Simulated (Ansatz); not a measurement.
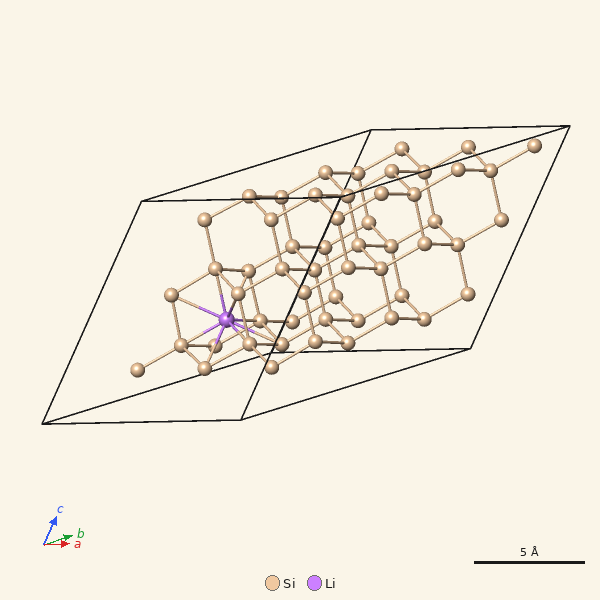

Shown here is a ball-and-stick view of the crystal, taken from a general direction. Atoms at the boundary of the supercell (the box) are drawn once for each face, edge or corner they touch. The host is Si, in a cell of 54 sites, and the cell carries a charge of +1.

Where does the cell differ from the host, and how?

An interstitial lithium atom. It is bonded to ten Si at about 2.4 to 2.8 Å.

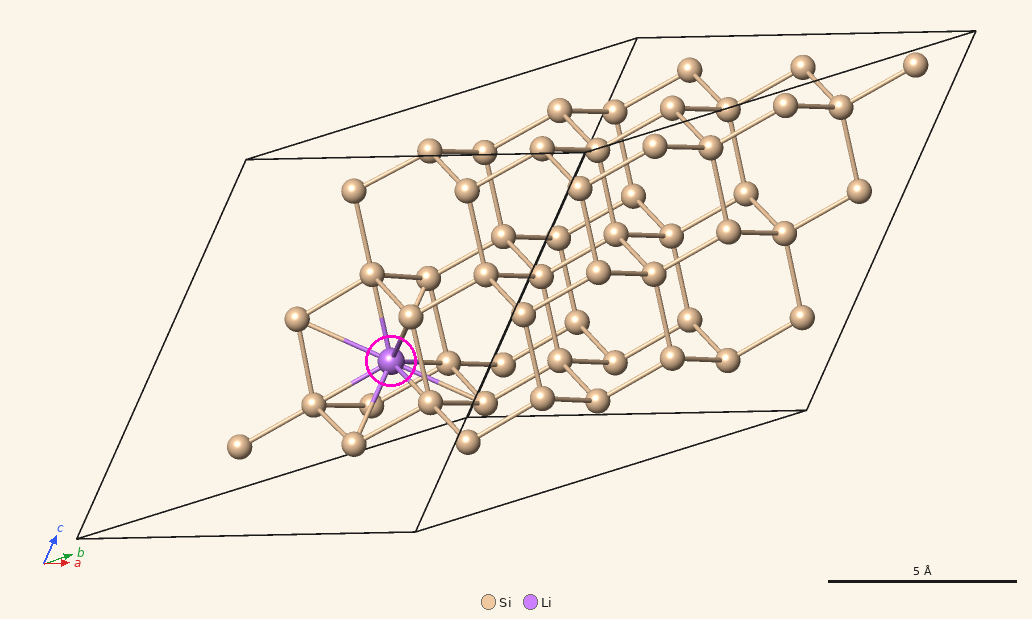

The same cell with a ring at the defect's site.

The atoms were relaxed in the host's cell with DFT PBE, scalar-relativistic, plane waves, PAW in Ansatz 0.2.0.
